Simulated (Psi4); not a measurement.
# UBLYP/aug-cc-pVDZ run of Si2H4Cl (SMILES [SiH2][SiH2]Cl)

What is the vertical ionisation energy of Si2H4Cl at UBLYP/aug-cc-pVDZ? 

The results are computed with Psi4 1.11.

1 further run of the same task is left out (set aside as unsound or not needed).

**1. Starting point**

The species is Si2H4Cl (7 atoms), meant as a doublet with charge 0. SMILES: `[SiH2][SiH2]Cl`. The shape is that of a PBE0-D4/def2-TZVP optimisation. This is one conformer, not always the lowest.

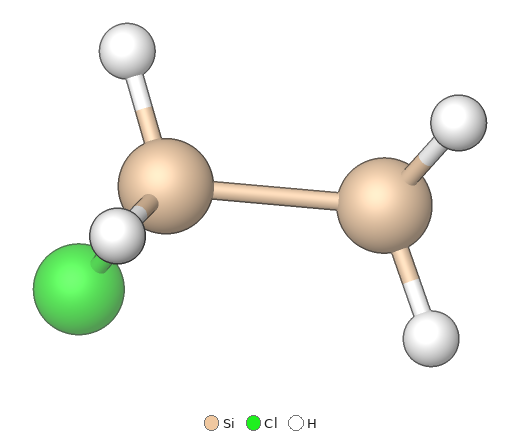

The structure, seen from a chosen angle (silicon light orange, chlorine green, hydrogen white).

**2. Energy and forces at UBLYP/aug-cc-pVDZ**

job.py

```python
import psi4

psi4.set_memory(1600000000)
psi4.set_num_threads(1)
psi4.core.set_output_file('run.log', False)

molecule = psi4.geometry("""
0 2
Si    -2.46533670     0.37246502    -0.92615477
Si     1.46699439    -0.14664275     0.95846909
Cl     1.68884824    -3.78833396     2.32776464
H     -2.96441337    -1.41805048    -3.03395529
H     -2.98746803     3.01921543    -1.72550892
H      1.74856358     1.62724317     3.11237893
H      3.62865210     0.20560220    -0.79935415
units au
symmetry c1
""")

psi4.set_options({
    'basis': 'aug-cc-pVDZ',
    'reference': 'uks',
    'puream': True,
    'e_convergence': 1e-09,
    'd_convergence': 1e-08,
    'scf_type': 'pk',
    'dft_radial_points': 99,
    'dft_spherical_points': 590,
    'maxiter': 200,
})

energy_value, wavefunction = psi4.gradient('blyp', return_wfn=True)
psi4.oeprop(wavefunction, 'QUADRUPOLE', 'MULLIKEN_CHARGES', 'LOWDIN_CHARGES')
print('gradient / Eh bohr^-1')
print(energy_value.np.round(6))
print(f'energy = {wavefunction.energy():.10f} Eh')
```

Command:

```
$ python job.py
```

run.log:

```text
[...]
  Running in c1 symmetry.
[...]
  Nuclear repulsion =  181.627483204067971
[...]
  Multiplicity = 2
[...]
  Nalpha       = 25
  Nbeta        = 24
[...]
    Number of basis functions: 117
[...]
   @UKS iter   1: -1041.43675475347095   -1.93092e-01   3.23165e-03 ADIIS/DIIS
[...]
   @UKS iter  12: -1041.55812345357572   -1.13687e-11   8.08685e-09 DIIS
[...]
   @S^2 Observed:                7.522820921E-01
[...]
    Orbital Energies [Eh]
    ---------------------
    Alpha Occupied:
       1A   -100.745586     2A    -65.541389     3A    -65.510684
       4A     -9.176780     5A     -7.006824     6A     -6.999784
       7A     -6.999679     8A     -5.105136     9A     -5.078375
      10A     -3.526947    11A     -3.523161    12A     -3.522645
      13A     -3.501012    14A     -3.496124    15A     -3.495996
      16A     -0.753960    17A     -0.516292    18A     -0.456766
      19A     -0.354717    20A     -0.344814    21A     -0.323780
      22A     -0.315026    23A     -0.276222    24A     -0.262644
      25A     -0.191836
    Alpha Virtual:
[...]
  @UKS Final Energy: -1041.55812345357572
   => Energetics <=
    Nuclear Repulsion Energy =            181.6274832040679712
    One-Electron Energy =               -1801.6047636064797643
    Two-Electron Energy =                 649.9218150714331159
    DFT Exchange-Correlation Energy =     -71.5026581225968272
    Empirical Dispersion Energy =           0.0000000000000000
    VV10 Nonlocal Energy =                  0.0000000000000000
    Total Energy =                      -1041.5581234535757176
[...]
  -Total Gradient:
     Atom            X                  Y                   Z
    ------   -----------------  -----------------  -----------------
       1        0.005021182827     0.000560005308    -0.002975331983
       2        0.000499799513    -0.015514504630     0.005360026618
       3       -0.002013187244     0.021572983019    -0.008398362579
       4        0.001127738104     0.003720362619     0.004748896672
       5        0.001220689041    -0.005794626295     0.001977559930
       6       -0.000831714125    -0.003739261933    -0.004562827246
       7       -0.005024776055    -0.000801801401     0.003856034225
[...]
 Multipole Moments:
 ------------------------------------------------------------------------------------
     Multipole            Electronic (a.u.)      Nuclear  (a.u.)        Total (a.u.)
 ------------------------------------------------------------------------------------
 L = 1.  Multiply by 2.5417464519 to convert [e a0] to [Debye]
 Dipole X            :          1.4963144           -1.6046835           -0.1083691
 Dipole Y            :         -5.0405322            5.5092871            0.4687549
 Dipole Z            :          3.4137760           -3.6214481           -0.2076721
 Magnitude           :                                                    0.5240255
 L = 2.  Multiply by 1.3450342976 to convert [e a0^2] to [Debye ang]
 Quadrupole XX       :       -225.1972465          193.6054512          -31.5917953
 Quadrupole XY       :        109.8700928         -109.3334921            0.5366007
[...]
  Mulliken Charges: (a.u.)
   Center  Symbol    Alpha    Beta     Spin     Total
       1    SI     7.86260  6.89965  0.96295 -0.76225
       2    SI     7.31724  7.32299 -0.00575 -0.64023
       3    CL     8.65668  8.65631  0.00038 -0.31299
       4     H     0.31409  0.30740  0.00669  0.37851
       5     H     0.31598  0.31311  0.00287  0.37090
       6     H     0.25756  0.25598  0.00158  0.48646
       7     H     0.27585  0.24455  0.03130  0.47960
   Total alpha = 25.00000, Total beta = 24.00000, Total charge = -0.00000
  Lowdin Charges: (a.u.)
[...]
```

On the terminal:

```text
gradient / Eh bohr^-1
[[ 0.005021  0.00056  -0.002975]
 [ 0.0005   -0.015515  0.00536 ]
 [-0.002013  0.021573 -0.008398]
 [ 0.001128  0.00372   0.004749]
 [ 0.001221 -0.005795  0.001978]
 [-0.000832 -0.003739 -0.004563]
 [-0.005025 -0.000802  0.003856]]
energy = -1041.5581234536 Eh
```

Run time: 68 s. Hardware: 1 thread of Intel Xeon 6975P-C (Granite Rapids), shared host; peak memory 0.78 GiB.

**3. The singlet cation: a single-point energy at BLYP/aug-cc-pVDZ**

job.json

```json
{
  "schema_name": "qcschema_input",
  "schema_version": 1,
  "molecule": {
    "schema_name": "qcschema_molecule",
    "schema_version": 2,
    "symbols": ["Si", "Si", "Cl", "H", "H", "H", "H"],
    "geometry": [-2.4653367, 0.37246502, -0.92615477, 1.46699439, -0.14664275, 0.95846909, 1.68884824, -3.78833396, 2.32776464, -2.96441337, -1.41805048, -3.03395529, -2.98746803, 3.01921543, -1.72550892, 1.74856358, 1.62724317, 3.11237893, 3.6286521, 0.2056022, -0.79935415],
    "molecular_charge": 1,
    "molecular_multiplicity": 1,
    "fix_symmetry": "c1"
  },
  "driver": "energy",
  "model": {
    "method": "blyp",
    "basis": "aug-cc-pVDZ"
  },
  "keywords": {
    "puream": true,
    "e_convergence": 1e-09,
    "d_convergence": 1e-08,
    "scf_type": "pk",
    "dft_radial_points": 99,
    "dft_spherical_points": 590,
    "scf_properties": ["QUADRUPOLE", "MAYER_INDICES", "LOWDIN_CHARGES"]
  }
}
```

Command:

```
$ psi4 --qcschema job.json -n 1 --memory 1600MB
```

stdout:

```text
[...]
  Running in c1 symmetry.
[...]
  Nuclear repulsion =  181.627483204067971
[...]
  Multiplicity = 1
[...]
  Nalpha       = 24
  Nbeta        = 24
[...]
    Number of basis functions: 117
[...]
   @RKS iter   1: -1041.16981583212942    7.38473e-02   2.70149e-03 DIIS/ADIIS
[...]
   @RKS iter  13: -1041.25312126433460   -9.09495e-12   5.41297e-09 DIIS
[...]
    Orbital Energies [Eh]
    ---------------------
    Doubly Occupied:
       1A   -100.916427     2A    -65.800471     3A    -65.740983
       4A     -9.346500     5A     -7.177211     6A     -7.169631
       7A     -7.168932     8A     -5.362627     9A     -5.304758
      10A     -3.790216    11A     -3.777906    12A     -3.777589
      13A     -3.726132    14A     -3.724002    15A     -3.721476
      16A     -0.922138    17A     -0.739837    18A     -0.661835
      19A     -0.558813    20A     -0.533345    21A     -0.520277
      22A     -0.513986    23A     -0.446223    24A     -0.442125
[...]
  @RKS Final Energy: -1041.25312126433460
   => Energetics <=
    Nuclear Repulsion Energy =            181.6274832040679712
    One-Electron Energy =               -1791.3135888210249504
    Two-Electron Energy =                 639.6602940297303803
    DFT Exchange-Correlation Energy =     -71.2273096771081526
    Empirical Dispersion Energy =           0.0000000000000000
    VV10 Nonlocal Energy =                  0.0000000000000000
    Total Energy =                      -1041.2531212643345953
[...]
 Multipole Moments:
 ------------------------------------------------------------------------------------
     Multipole            Electronic (a.u.)      Nuclear  (a.u.)        Total (a.u.)
 ------------------------------------------------------------------------------------
 L = 1.  Multiply by 2.5417464519 to convert [e a0] to [Debye]
 Dipole X            :         -0.1170457           -1.6046835           -1.7217292
 Dipole Y            :         -3.8566941            5.5092871            1.6525930
 Dipole Z            :          2.3761459           -3.6214481           -1.2453022
 Magnitude           :                                                    2.6918753
 L = 2.  Multiply by 1.3450342976 to convert [e a0^2] to [Debye ang]
 Quadrupole XX       :       -211.2247818          193.6054512          -17.6193306
 Quadrupole XY       :        106.4976364         -109.3334921           -2.8358556
[...]
```

The result, in JSON:

```text
{
 "driver": "energy",
 "model": {
  "method": "blyp",
  "basis": "aug-cc-pVDZ"
 },
 "success": true,
 "return_result": -1041.2531212643346,
 "properties": {
  "calcinfo_nbasis": 117,
  "calcinfo_nmo": 117,
  "calcinfo_nalpha": 24,
  "calcinfo_nbeta": 24,
  "calcinfo_natom": 7,
  "nuclear_repulsion_energy": 181.62748320406797,
  "return_energy": -1041.2531212643346,
  "scf_one_electron_energy": -1791.313588821025,
  "scf_two_electron_energy": 639.6602940297304,
  "scf_xc_energy": -71.22730967710815,
  "scf_dipole_moment": [-1.7217292117098546, 1.6525930150050905, -1.245302162409609],
  "scf_total_energy": -1041.2531212643346,
  "scf_iterations": 13
 }
}
```

It took 28 s on 1 thread of Intel Xeon 6975P-C (Granite Rapids), shared host; peak memory 0.79 GiB.

**4. Results**

At UBLYP/aug-cc-pVDZ:

| quantity | value |
| --- | --- |
| doublet Si2H4Cl: total energy | -1041.55812 Eh |
| doublet Si2H4Cl: dipole moment | 1.33 D |
| doublet Si2H4Cl: HOMO energy (highest over α and β) | -5.22 eV |
| doublet Si2H4Cl: LUMO energy (lowest over α and β) | -3.88 eV |
| doublet Si2H4Cl: ⟨S²⟩ | 0.752 |
| doublet Si2H4Cl: largest force on an atom | 1.195 eV/Å |
| singlet cation: total energy | -1041.25312 Eh |
| singlet cation: HOMO energy | -12.03 eV |
| singlet cation: LUMO energy | -11.23 eV |
| singlet cation: HOMO–LUMO gap | 0.80 eV |
| vertical ionisation energy (to the singlet cation) | 8.300 eV |

The vertical ionisation energy comes to 8.30 eV (191 kcal/mol). The largest force (doublet Si2H4Cl) is 1.19 eV/Å: the shape isn't a stationary point for this species at this level. Only the singlet of the ionised species was computed; a triplet could lie lower.
